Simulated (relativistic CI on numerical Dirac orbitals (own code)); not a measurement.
# Ga⁺: one ion under different settings

How much do the settings matter for Ga⁺? One ion, several inputs.

Method: Dirac-Coulomb-Breit CI, KLI orbitals optimised for each configuration, model QED (radiative potential, 1s self-energy scaled to tabulated hydrogen-like ionisation energies), numerical settings as typed. Code: relativistic CI on numerical Dirac orbitals (own code) version 3.

## (1) The atom as given

```
ion            : Ga⁺ (Ga II)
nuclear charge : 31
electrons      : 30
isotope        : A = 69
```

## (2) The usual input

Input settings:

```ini
atom Ga  Z=31  charge=1  electrons=30
nucleus A=69  rms_radius_fm=3.9973
hamiltonian dirac-coulomb  breit=on  qed=on  c_scale=1
orbitals kli  potential=per-configuration
slater_scale 1
correlation none
mixing on
grid step=0.0125 r_max=74.5
scf mixing=0.4 start=green max_iterations=150 tolerance=2e-08 node_fill=0.05
configurations
  [Ar] 3d10 4s2
  [Ar] 3d10 4s 4p
end
```

Launch:

```sh
$ python run_levels.py task.json out
```

One command runs all members of the session, one after another, from task.json.

## (3) Nuclear radius 4.397

Changes to the settings of step 2:

```diff
@@ -1,3 +1,3 @@
 atom Ga  Z=31  charge=1  electrons=30
-nucleus A=69  rms_radius_fm=3.9973
+nucleus A=69  rms_radius_fm=4.3970
 hamiltonian dirac-coulomb  breit=on  qed=on  c_scale=1
```

## (4) Start potential bare

Input settings:

```ini
atom Ga  Z=31  charge=1  electrons=30
nucleus A=69  rms_radius_fm=3.9973
hamiltonian dirac-coulomb  breit=on  qed=on  c_scale=1
orbitals kli  potential=per-configuration
slater_scale 1
correlation none
mixing on
grid step=0.0125 r_max=74.5
scf mixing=0.4 start=bare max_iterations=150 tolerance=2e-08 node_fill=0.05
configurations
  [Ar] 3d10 4s2
  [Ar] 3d10 4s 4p
end
```

## (5) QED terms off

Input settings:

```ini
atom Ga  Z=31  charge=1  electrons=30
nucleus A=69  rms_radius_fm=3.9973
hamiltonian dirac-coulomb  breit=on  qed=off  c_scale=1
orbitals kli  potential=per-configuration
slater_scale 1
correlation none
mixing on
grid step=0.0125 r_max=74.5
scf mixing=0.4 start=green max_iterations=150 tolerance=2e-08 node_fill=0.05
configurations
  [Ar] 3d10 4s2
  [Ar] 3d10 4s 4p
end
```

## (6) Start potential thomas-fermi, iteration limit 20

Input settings:

```ini
atom Ga  Z=31  charge=1  electrons=30
nucleus A=69  rms_radius_fm=3.9973
hamiltonian dirac-coulomb  breit=on  qed=on  c_scale=1
orbitals kli  potential=per-configuration
slater_scale 1
correlation none
mixing on
grid step=0.0125 r_max=74.5
scf mixing=0.4 start=thomas-fermi max_iterations=20 tolerance=2e-08 node_fill=0.05
configurations
  [Ar] 3d10 4s2
  [Ar] 3d10 4s 4p
end
```

## (7) Tolerance 0.01

Changes to the settings of step 6:

```diff
@@ -8,3 +8,3 @@
 grid step=0.0125 r_max=74.5
-scf mixing=0.4 start=thomas-fermi max_iterations=20 tolerance=2e-08 node_fill=0.05
+scf mixing=0.4 start=green max_iterations=81 tolerance=0.01 node_fill=0.05
 configurations
```

(Steps that only read results are left out.)

What does the calculation give? Wanted: lowest level, usual settings; total energy; first excitation.

The runs gave:

| setting | total energy less usual (Ha) | largest shift of a level among the lowest eight of both runs, same label and place (cm⁻¹) | SCF iterations | time | lowest level | kind of change |
| --- | --- | --- | --- | --- | --- | --- |
| usual | 0 | 0 | 24 | 0.11 s | 4s2 1S0 | - |
| nuclear radius 4.397 | 0.00211 | 0.198 | 24 | 0.11 s | 4s2 1S0 | unphysical constant |
| start potential bare | 0 | 0 | 43 | 0.16 s | 4s2 1S0 | numerical |
| QED terms off | -0.573 | 64.2 | 24 | 0.077 s | 4s2 1S0 | model term |
| start potential thomas-fermi, iteration limit 20 | 0 | 0 | 22 | 0.1 s | 4s2 1S0 | numerical |
| tolerance 0.01 | 0.000151 | 31.2 | 10 | 0.082 s | 4s2 1S0 | unsound |

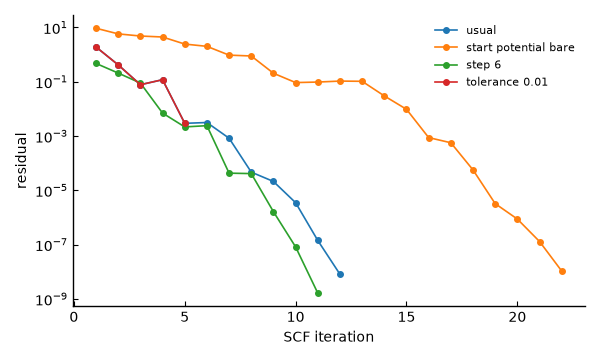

Residual of the first configuration's SCF.

```
                    quantity          value
lowest level, usual settings        4s2 1S0
                total energy  -1940.9236 Ha
            first excitation     36820 cm⁻¹
```

What this shows: Among the runs whose levels can be followed, they move most under «QED terms off» (model term), by up to 64.2 cm⁻¹. No visible change in the result comes from «start potential bare» or «start potential thomas-fermi, iteration limit 20». «Start potential bare» costs 43 SCF iterations against 24. Only the listed configurations are in the model. In a near-neutral ion this small CI can misplace whole configurations by 10,000 cm⁻¹ or more.
